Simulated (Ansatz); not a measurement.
# A ladder of methods for SnH3O2 (SMILES [OH][SnH][OH])

SnH3O2: 6 atoms, total charge 0, spin state doublet. SMILES: `[OH][SnH][OH]`. Geometry: optimised at B3LYP/def2-SVP. This is one conformer, not always the lowest.

Quantity: the adiabatic ionisation energy (to the singlet cation, shapes relaxed at B3LYP/def2-SVP, no zero-point term), in eV. The values are calculated.

```csv
level,kind,program,value (eV),CPU time (all runs)
UHF/def2-TZVP (core potential),Hartree–Fock,Ansatz,7.17,4.3 s
UBLYP/def2-TZVP (core potential),GGA,Ansatz,7.56,8.6 s
U-r2SCAN/def2-TZVP (core potential),meta-GGA,Ansatz,7.69,17 s
UB3LYP/def2-TZVP (core potential),global hybrid,Ansatz,7.73,9.5 s
U-wB97M-V/def2-TZVP (core potential),range-separated hybrid,Ansatz,7.56,39 s
UB2PLYP/def2-TZVP (core potential),double hybrid,Ansatz,7.53,20 s
RPA@PBE/def2-TZVP (core potential),RPA,Ansatz,7.70,18 s
UMP2/def2-TZVP (core potential),perturbation theory,Ansatz,7.38,7.5 s
```

Spin-orbit coupling, which can split open shells on such heavy atoms by tenths of an eV, is left out. The values span 7.17 to 7.73 eV. In the correlated wave-function rows the outer d shell of Sn is correlated, in sets not made for it. In so small a basis fixed costs decide the times, and correlated methods can beat functionals. Times are those of the runs behind each value, whatever else they computed, on shared processors of several kinds: orders of magnitude only.

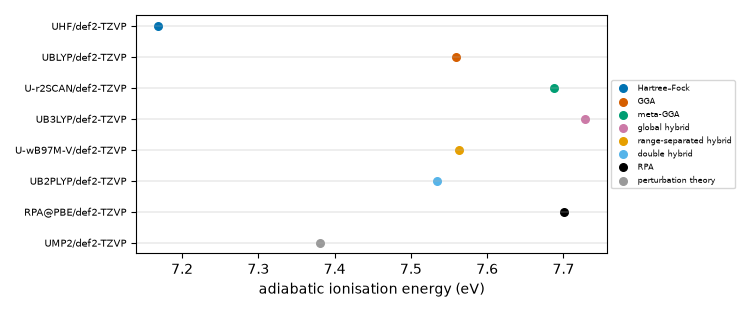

The values of the table, level by level.
